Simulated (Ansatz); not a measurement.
**Fields on a plane of Mo2C (space group Pbcn)**

```yaml
crystal:
  lattice:
    - [4.70497, 0.00000, 0.00000]
    - [0.00000, 6.00996, 0.00000]
    - [0.00000, 0.00000, 5.17639]
  atoms:
    - { symbol: Mo, position: [0.24590, 0.87746, 0.07967] }
    - { symbol: Mo, position: [0.75410, 0.12254, 0.92033] }
    - { symbol: Mo, position: [0.25410, 0.62254, 0.57967] }
    - { symbol: Mo, position: [0.74590, 0.37746, 0.42033] }
    - { symbol: Mo, position: [0.74590, 0.62254, 0.92033] }
    - { symbol: Mo, position: [0.25410, 0.37746, 0.07967] }
    - { symbol: Mo, position: [0.75410, 0.87746, 0.42033] }
    - { symbol: Mo, position: [0.24590, 0.12254, 0.57967] }
    - { symbol: C, position: [0.50000, 0.87720, 0.75000] }
    - { symbol: C, position: [0.50000, 0.12280, 0.25000] }
    - { symbol: C, position: [0.00000, 0.62280, 0.25000] }
    - { symbol: C, position: [0.00000, 0.37720, 0.75000] }
```

The slice is a (010) plane (indices of the conventional cell) through the point (0.254, 0.623, 0.580) (fractional), spanned by u = [100] and v = [001] in vectors of this cell: u (4.70 Å) and v (5.18 Å, at 90° to u). It covers one period; positions are fractions (u, v).

Atoms on it: Mo at (0.00, 0.00); Mo at (0.49, 0.34); C at (0.75, 0.67).

Level of theory: PBEsol (plane waves to 420 eV, PAW, scalar-relativistic; Ansatz, a first-principles code). k mesh 8×6×7. Near the nuclei the fields are pseudised (PAW); where an atom keeps semicore shells as valence, they peak there. Mo2C is run without spin polarisation. Mo2C was relaxed with its symmetry unable to fall.

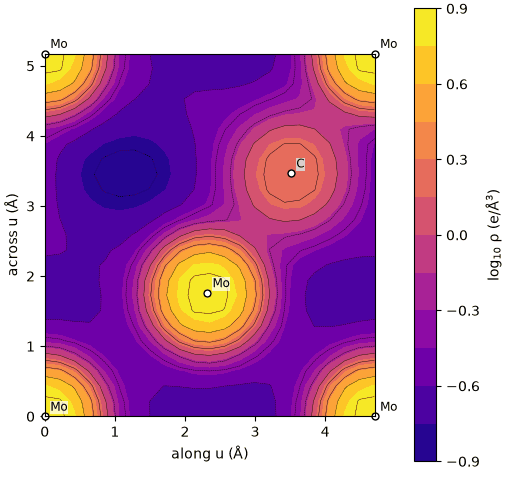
Figure: Log₁₀ of the valence density in e/Å³, one period of the plane, atoms marked. The scale is logarithmic, as a density can span decades between atoms and voids.

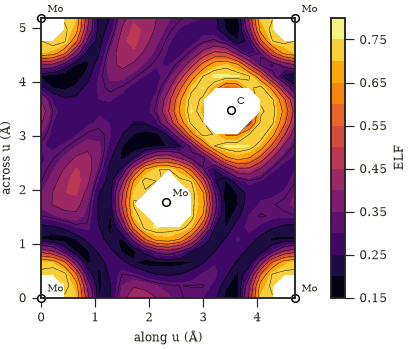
*Electron localisation function (ELF), one period of the plane, atoms marked. Points within 0.4 Å of a nucleus are left white, as the pseudised field means little there.*

- Density on the Mo–C line (2.08 Å) at its density minimum, 1.1 Å from Mo = 0.75 e/Å³
- ELF at that point = 0.4
